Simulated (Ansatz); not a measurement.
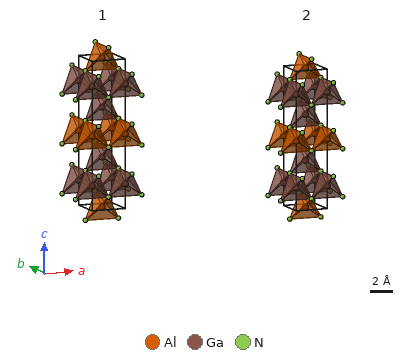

Two geometries of crystalline AlGa₂N₃ (a generated structure, set up in I-4m2) (coarse preliminary run), drawn at one scale. One is the start of a relaxation, the other its converged end. The picture is a polyhedral view of the conventional cell (2 times the calculation's cell), seen slightly off an axis. Lengths and directions refer to the drawn axes.

These are results of DFT PBE, scalar-relativistic, plane waves, PAW in Ansatz, not measurements. Set-up: plane-wave cutoff 420 eV; k-point mesh 8 × 8 × 8; occupations gaussian; smearing width 0.1 eV; no spin polarisation; cell and atoms relaxed; force threshold 0.04 eV/Å; at most 70 steps.

Which of the two is the end point?

Structure 2 is the relaxed one. The largest moves relative to the cell, 0.065 Å, are those of N atoms. Largest moves by element: N 0.065 Å, Ga 0.028 Å. Al stays in place. Cell: a = b 3.403 → 3.185 Å (−6.4 %), c 14.436 → 13.472 Å (−6.7 %). Volume −18.3 %. Near-neighbour distances that change, for instance: Al–N 2.084 → 1.911 Å, Ga–N 2.084 → 1.964 Å. Bond angles that change, for instance: Al–N–Al 109.5° → 112.8°, N–Al–N 109.5° → 112.8°. The space group stays I-4m2 (No. 119). The energy falls by 1.392 eV per cell of the calculation in 4 accepted moves (6 points after the start). The largest force component goes from 0.81 to 0.0057 eV/Å. Pressure: −23.27 GPa at the start and −0.01 GPa at the end. At 2 points the geometry stayed and the basis and grid were re-selected for the new cell (energy shift of 17.3 meV per cell of the calculation at most each time). The run took 79 s on 1 thread of Intel(R) Xeon(R) Platinum 8488C (Sapphire Rapids), on a shared host, peak memory 0.47 GiB.
